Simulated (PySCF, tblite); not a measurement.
# C5H10O+ (doublet): geometry, infrared bands and EPR parameters

What infrared bands and EPR parameters should C5H10O+ (doublet) (`[CH2+][CH]OC(C)C`) show?

Computed with tblite 0.8.0 and PySCF 2.14.0, with density-fitted response routines of our own, on a single molecule in the gas phase. Atoms count from 0, in the outputs and in this text.

## (1) The starting structure

16 atoms, charge 1, multiplicity 2; geometry from: force field or distance geometry start.

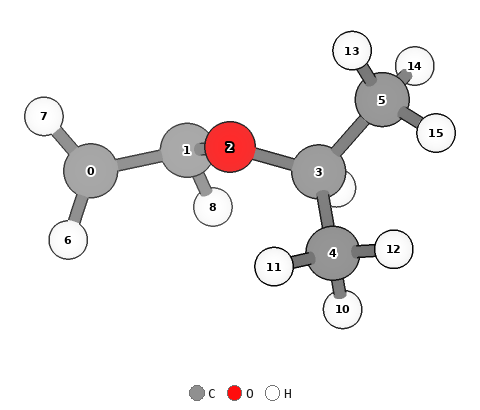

The starting geometry (carbon grey, oxygen red, hydrogen white), atoms numbered.

## (2) Geometry optimisation with GFN2-xTB

The job: settings as JSON, then the geometry in Å.

```
{"job": {"kind": "relax", "xc": "GFN2-xTB", "basis": "xTB"}, "charge": 1, "multiplicity": 2}
C      2.907100     0.128700     0.598900
C      1.698600    -0.549500     0.006200
O      0.589200    -0.205600     0.744100
C     -0.590100    -0.181500     0.007800
C     -1.145000     1.208800    -0.006200
C     -1.641100    -1.150800     0.509400
H      3.155700     1.170300     0.329700
H      3.519400    -0.419700     1.304900
H      1.598600    -0.127700    -1.004500
H     -0.375600    -0.477100    -1.035900
H     -0.979500     1.625100    -1.010800
H     -0.628600     1.850400     0.746800
H     -2.248100     1.236900     0.173400
H     -1.531000    -1.406800     1.581800
H     -1.715700    -2.061000    -0.100200
H     -2.621700    -0.631700     0.410700
```

Started as:

```console
$ OMP_NUM_THREADS=1 python probes_run.py task.json out
```

One launch serves the whole session: the jobs run in the order shown.

What it wrote:

```text
step      E/eV     max force
  0    -523.67826    7.005
  1    -524.59600    4.385
  2    -525.16803    2.183
  3    -525.36886    1.003
  4    -525.44279    1.153
  5    -525.50154    0.973
  6    -525.60200    1.000
  7    -525.70165    1.290
  8    -525.81476    1.503
  9    -525.93276    1.226
 10    -526.00239    0.689
 11    -526.06258    0.678
 12    -526.14537    0.848
 13    -526.21996    0.704
 14    -526.25199    1.852
 15    -526.29697    0.468
 16    -526.32144    0.477
 17    -526.33881    0.436
 18    -526.34969    0.302
 19    -526.35738    0.335
 20    -526.36608    0.261
 21    -526.37210    0.210
 22    -526.37585    0.121
 23    -526.37856    0.142
 24    -526.38206    0.174
 25    -526.38634    0.201
 26    -526.39134    0.212
 27    -526.39638    0.180
 28    -526.40090    0.163
 29    -526.40493    0.164
 30    -526.40921    0.176
 31    -526.41466    0.180
 32    -526.42212    0.201
 33    -526.43114    0.241
 34    -526.43943    0.199
 35    -526.44474    0.167
 36    -526.44797    0.139
 37    -526.45083    0.134
 38    -526.45392    0.153
 39    -526.45676    0.152
 40    -526.45909    0.172
 41    -526.46141    0.182
 42    -526.46526    0.169
 43    -526.46914    0.169
 44    -526.47357    0.176
 45    -526.47753    0.151
 46    -526.48126    0.158
 47    -526.48568    0.186
 48    -526.49171    0.233
 49    -526.49782    0.247
 50    -526.50104    0.260
 51    -526.50748    0.129
 52    -526.51177    0.116
 53    -526.51790    0.184
 54    -526.52270    0.188
 55    -526.52588    0.182
 56    -526.52793    0.148
 57    -526.52986    0.107
 58    -526.53170    0.107
 59    -526.53287    0.060
 60    -526.53332    0.053
 61    -526.53356    0.035
 62    -526.53382    0.036
 63    -526.53425    0.043
 64    -526.53457    0.036
 65    -526.53481    0.031
 66    -526.53500    0.037
 67    -526.53524    0.045
 68    -526.53556    0.044
 69    -526.53599    0.045
 70    -526.53650    0.051
 71    -526.53697    0.062
 72    -526.53734    0.065
 73    -526.53769    0.061
 74    -526.53812    0.051
 75    -526.53865    0.051
 76    -526.53915    0.058
 77    -526.53955    0.050
 78    -526.53991    0.066
 79    -526.54040    0.069
 80    -526.54126    0.065
 81    -526.54236    0.073
 82    -526.54331    0.081
 83    -526.54397    0.074
 84    -526.54459    0.080
 85    -526.54528    0.061
 86    -526.54636    0.108
 87    -526.54709    0.071
 88    -526.54762    0.091
 89    -526.54830    0.096
 90    -526.54925    0.086
 91    -526.54980    0.073
 92    -526.55015    0.099
 93    -526.55066    0.050
 94    -526.55120    0.038
 95    -526.55154    0.039
 96    -526.55175    0.032
 97    -526.55193    0.027
 98    -526.55211    0.022
 99    -526.55228    0.022
100    -526.55240    0.025
101    -526.55250    0.026
102    -526.55264    0.031
103    -526.55287    0.044
104    -526.55325    0.059
105    -526.55382    0.066
106    -526.55457    0.072
107    -526.55504    0.135
108    -526.55430    0.199
109    -526.55611    0.056
110    -526.55641    0.064
111    -526.55668    0.115
112    -526.55713    0.057
113    -526.55733    0.058
114    -526.55784    0.048
115    -526.55804    0.048
116    -526.55820    0.046
117    -526.55833    0.028
118    -526.55841    0.023
119    -526.55847    0.018
120    -526.55856    0.022
121    -526.55870    0.032
122    -526.55884    0.023
123    -526.55894    0.024
124    -526.55901    0.024
125    -526.55908    0.024
126    -526.55916    0.023
127    -526.55923    0.018
128    -526.55927    0.013
129    -526.55928    0.010
130    -526.55929    0.009
```

Wall time 0.49 s (1 thread of Arm Neoverse V2, shared host).

Relaxation path: (not every step is listed)

```csv
step,energy from step 0 (eV),largest force (eV/Å)
0,0.0000,7.0049
1,-0.9177,4.3854
2,-1.4898,2.1827
3,-1.6906,1.0032
4,-1.7645,1.1528
5,-1.8233,0.9725
6,-1.9237,0.9999
7,-2.0234,1.2904
8,-2.1365,1.5033
19,-2.6791,0.3349
30,-2.7310,0.1757
41,-2.7831,0.1822
52,-2.8335,0.1165
63,-2.8560,0.0427
74,-2.8599,0.0506
85,-2.8670,0.0610
96,-2.8735,0.0317
107,-2.8768,0.1352
118,-2.8801,0.0233
125,-2.8808,0.0237
126,-2.8809,0.0228
127,-2.8810,0.0184
128,-2.8810,0.0133
129,-2.8810,0.0102
130,-2.8810,0.0094
```

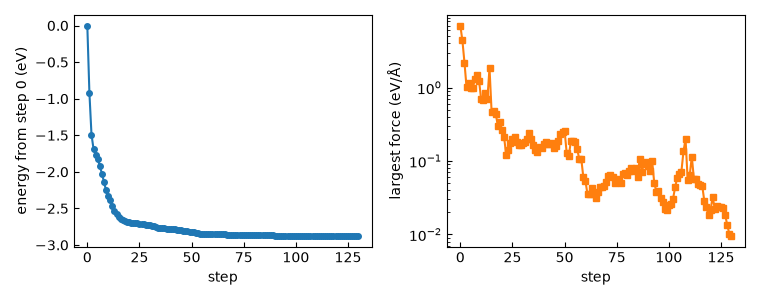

Energy and force, step by step.

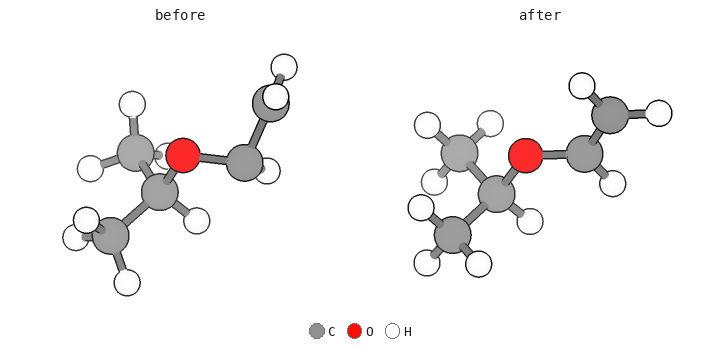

Before and after, at one scale.

Distances of close pairs at the start and the end, largest changes first:

```csv
bond,before (Å),after (Å),change (Å)
C0–C1,1.507,1.368,-0.140
C1–O2,1.376,1.299,-0.077
C3–C4,1.497,1.536,+0.039
C4–H12,1.118,1.086,-0.032
C4–H11,1.116,1.087,-0.029
C5–H15,1.114,1.086,-0.028
C0–H6,1.104,1.077,-0.027
C3–C5,1.515,1.536,+0.021
```

The end geometry stands in the next job.

## (3) Vibrational analysis with GFN2-xTB

The job: settings as JSON, then the geometry in Å.

```
{"job": {"kind": "ir", "xc": "GFN2-xTB", "basis": "xTB"}, "charge": 1, "multiplicity": 2}
C      2.901821    -0.056407     0.504863
C      1.706218    -0.122433    -0.156001
O      0.589783     0.024126     0.492678
C     -0.668487    -0.029231    -0.128994
C     -1.368942     1.310239     0.146214
C     -1.460998    -1.158539     0.546963
H      3.832999    -0.174270    -0.023356
H      2.932829     0.117568     1.569585
H      1.666358    -0.297600    -1.231620
H     -0.568018    -0.207124    -1.207504
H     -0.802909     2.117280    -0.315277
H     -1.441862     1.499076     1.214314
H     -2.369901     1.275005    -0.273850
H     -1.518620    -1.003186     1.621503
H     -0.970079    -2.111334     0.356643
H     -2.467790    -1.174225     0.139911
```

What it wrote:

```text
mode    cm-1     km/mol
  1      53.4      4.54
  2     131.8      0.08
  3     169.8      0.40
  4     189.3      1.53
  5     247.1      1.56
  6     310.9      2.53
  7     382.4      3.09
  8     466.7      1.29
  9     497.0      8.43
 10     513.8      7.83
 11     845.0      5.30
 12     878.7     26.52
 13     903.0      9.68
 14     910.9      2.29
 15     937.1     12.20
 16     954.4      1.60
 17     984.5     12.34
 18    1033.7      1.19
 19    1036.8     44.75
 20    1150.5    112.56
 21    1193.9     22.63
 22    1244.4     13.38
 23    1263.4     21.09
 24    1290.0     26.86
 25    1324.7     46.72
 26    1350.6     20.49
 27    1373.8     38.74
 28    1404.4      5.92
 29    1422.5    129.34
 30    1442.6      8.71
 31    1456.2     31.63
 32    1484.9     51.20
 33    2914.3     14.23
 34    2984.6      2.57
 35    3028.9     12.37
 36    3030.9     23.22
 37    3052.6      6.17
 38    3056.7     10.94
 39    3058.2      4.30
 40    3061.6     10.52
 41    3092.0     78.70
 42    3142.7     23.02
```

It took 0.29 s on 1 thread of Arm Neoverse V2, shared host.

Which atoms move in the most intense modes:

```
cm⁻¹  km/mol                                   atoms
1037    44.8             C3 29 %, H10 12 %, H14 10 %
1150   112.6    C3 34 %, H11 13 %, H13 13 %, O2 11 %
1325    46.7      H6 31 %, C1 19 %, H7 17 %, H8 14 %
1374    38.7  H13 18 %, H11 18 %, H15 14 %, H12 14 %
1422   129.3  H10 20 %, H12 20 %, H14 19 %, H15 19 %
1456    31.6  H13 26 %, H11 25 %, H14 12 %, H10 12 %
1485    51.2                        C1 41 %, C0 32 %
3092    78.7                        H7 65 %, H6 30 %
```

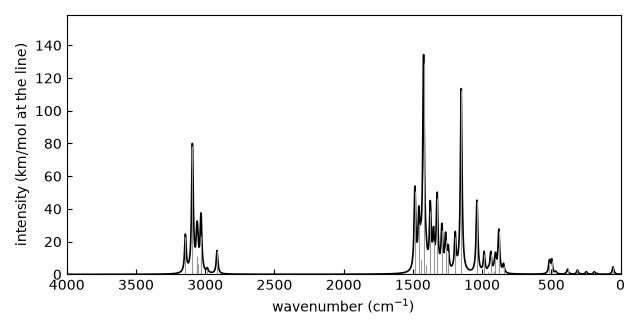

The infrared spectrum from these modes, unscaled. Lines are broadened to a width of 14 cm⁻¹ (Lorentzian).

## (4) EPR parameters: B3LYP/pcH-1

Same as in step 3 but for these lines:

```diff
@@ -1,2 +1,2 @@
-{"job": {"kind": "ir", "xc": "GFN2-xTB", "basis": "xTB"}, "charge": 1, "multiplicity": 2}
+{"job": {"kind": "epr", "basis": "pcH-1"}, "charge": 1, "multiplicity": 2}
 C      2.901821    -0.056407     0.504863
```

Method: UKS B3LYP, pcH-1 on C H O, non-relativistic, mean-field spin-orbit, GIAO.

What it wrote:

```text
UKS, coarse grid
  cycle   1  E = -271.39884222  |g| = 3.96e-01
  cycle   2  E = -271.27774064  |g| = 6.70e-01
  cycle   3  E = -271.46134553  |g| = 1.29e-01
  cycle   4  E = -271.46792953  |g| = 4.78e-02
  cycle   5  E = -271.46889300  |g| = 1.23e-02
  cycle   6  E = -271.46897420  |g| = 6.80e-03
  cycle   7  E = -271.46900349  |g| = 2.19e-03
  cycle   8  E = -271.46900926  |g| = 8.01e-04
UKS, final grid
  cycle   1  E = -271.46901025  |g| = 9.75e-04
  cycle   2  E = -271.46900991  |g| = 1.36e-03
  cycle   3  E = -271.46901071  |g| = 1.51e-04
  cycle   4  E = -271.46901072  |g| = 6.59e-05
  cycle   5  E = -271.46901072  |g| = 3.12e-05
  cycle   6  E = -271.46901072  |g| = 5.84e-06
E = -271.46901072 Eh   <S^2> = 0.7595 (exact 0.7500)
g shifts (ppm)      1          2          3
  rmc          -209       -209       -209
  gc             -2         45         46
  oz_so          24       1997       3913
  total        -186       1833       3750
hyperfine (MHz)  atom isotope    a_iso     a_fc   dipolar eigenvalues
    0   13C      47.32      47.32    -51.27    -50.49    101.76
    1   13C     -26.88     -26.88     -6.97     -1.41      8.38
    2   17O     -34.62     -34.62   -108.55     53.28     55.27
    3   13C     -11.91     -11.91     -4.82     -1.44      6.25
    4   13C      15.19      15.19     -4.49     -4.35      8.84
    5   13C      15.18      15.18     -4.48     -4.34      8.82
    6    1H     -43.08     -43.08    -24.19     -3.34     27.54
    7    1H     -41.46     -41.46    -22.02     -4.06     26.08
    8    1H      -5.48      -5.48     -5.06     -4.44      9.50
    9    1H      -1.60      -1.60     -2.96     -1.96      4.92
   10    1H       0.85       0.85     -3.50      0.14      3.36
   11    1H      -1.82      -1.82     -3.06     -1.36      4.42
   12    1H      11.19      11.19     -2.71     -0.93      3.64
   13    1H      -1.75      -1.75     -3.08     -1.36      4.44
   14    1H       1.07       1.07     -3.47      0.15      3.33
   15    1H      10.96      10.96     -2.71     -0.92      3.63
```

It took 45 s on 1 thread of Arm Neoverse V2, shared host; peak memory 1 GiB.

Principal g values 2.00213, 2.00415, 2.00607; g(iso) = 2.00412, against 2.00232 for a free electron.

Hyperfine couplings; where a row names several nuclei, a(iso) is their mean (it holds for fast rotation or exchange) and the dipolar term the largest among them:

| nuclei | isotope | a(iso) (MHz) | a(iso) (G, at g = 2.0023) | largest dipolar term (MHz) |
| --- | --- | --- | --- | --- |
| C0 | 13C | 47.3 | 16.9 | 101.8 |
| H6, H7 | 1H | -42.3 | -15.1 | 27.5 |
| O2 | 17O | -34.6 | -12.4 | -108.6 |
| C1 | 13C | -26.9 | -9.6 | 8.4 |
| C4, C5 | 13C | 15.2 | 5.4 | 8.8 |
| C3 | 13C | -11.9 | -4.2 | 6.3 |
| H8 | 1H | -5.5 | -2.0 | 9.5 |
| H10, H11, H12, H13, H14, H15 | 1H | 3.4 | 1.2 | 4.4 |
| H9 | 1H | -1.6 | -0.6 | 4.9 |

Mulliken spin populations:

C0 0.64; C1 0.03; O2 0.30; C3 0.00; C4 0.04; C5 0.04; H6 -0.03; H7 -0.03; H8 0.00; H9 0.00; H10 0.00; H11 0.00; H12 0.00; H13 0.00; H14 0.00; H15 0.00

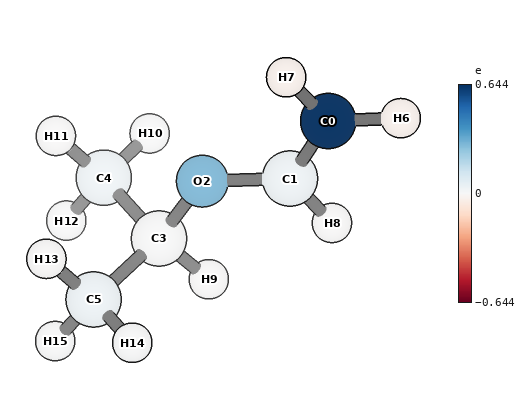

Mulliken spin populations, as colours on the atoms.

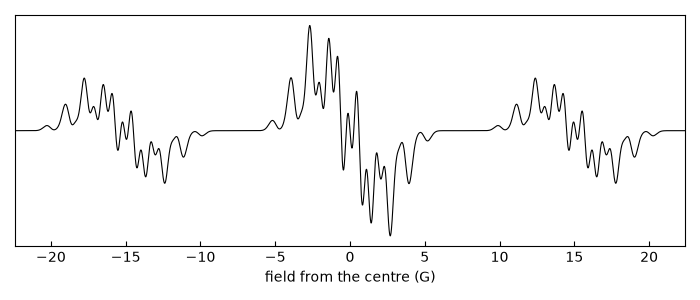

First-order isotropic spectrum (first derivative, main isotopes with spin only, couplings over 0.8 MHz, Gaussian width 0.3 G; couplings of the frozen geometry, rotation of groups not averaged beyond the rows shown).

The fields below are evaluated on a grid from the run's orbitals.

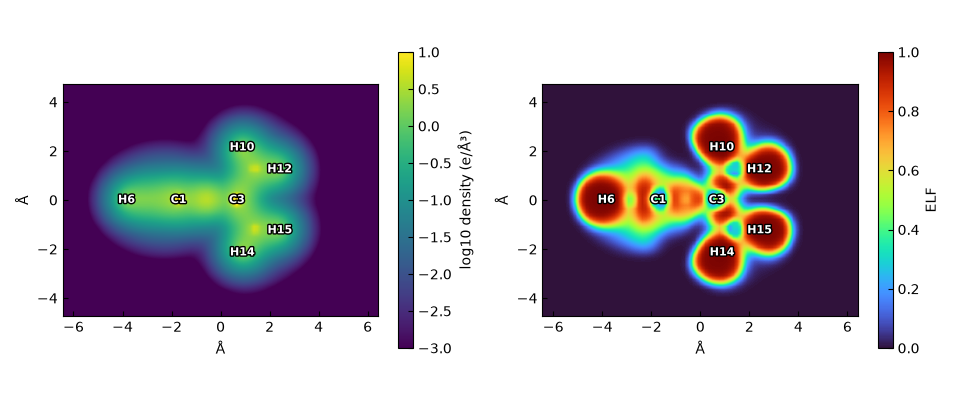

Density (left) and ELF (right) in a plane through or near 7 of the atoms.

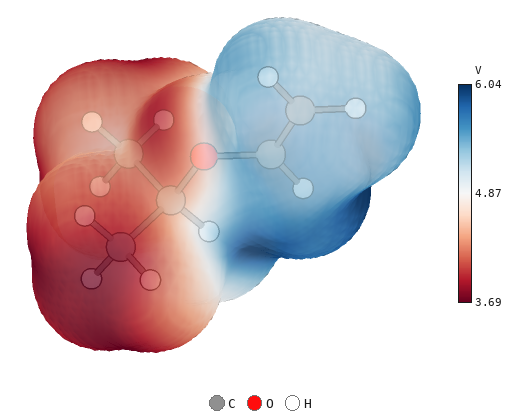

Electrostatic potential on the surface of density 0.002 e/bohr³; red is low, blue high. It runs from 3.69 to 6.04 V.

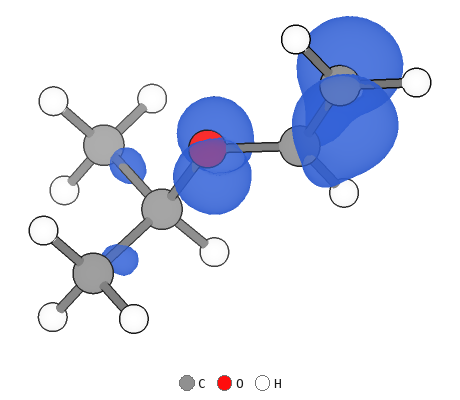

Spin density at ±0.05 e/Å³ (alpha excess blue, beta excess red).

## (5) What came out

```
                                 quantity                  value
strongest single infrared mode (GFN2-xTB)  1422 cm⁻¹, 129 km/mol
             zero-point energy (GFN2-xTB)          84.7 kcal/mol
                           g(iso) (B3LYP)                2.00412
                                     ⟨S²⟩     0.760 (exact 0.75)
       largest a(iso) (averaged by class)    13C on C0, 47.3 MHz
```

In words: Over 130 steps the energy fell by 2.881 eV; of the close pairs, C0–C1 changed most, 1.507 to 1.368 Å. All 42 modes are real, so the xTB geometry is a minimum. The strongest single mode, at 1422 cm⁻¹, has its largest shares on H10, H12, H14 and H15 (the list is cut at 4 atoms). GFN2-xTB is a fitted tight-binding method: band positions and strengths are rough. Its intensities can rank the bands wrongly. C0 carries the largest spin population, 0.64 e. The isotropic g lies 1.8 ppt above the free-electron value.
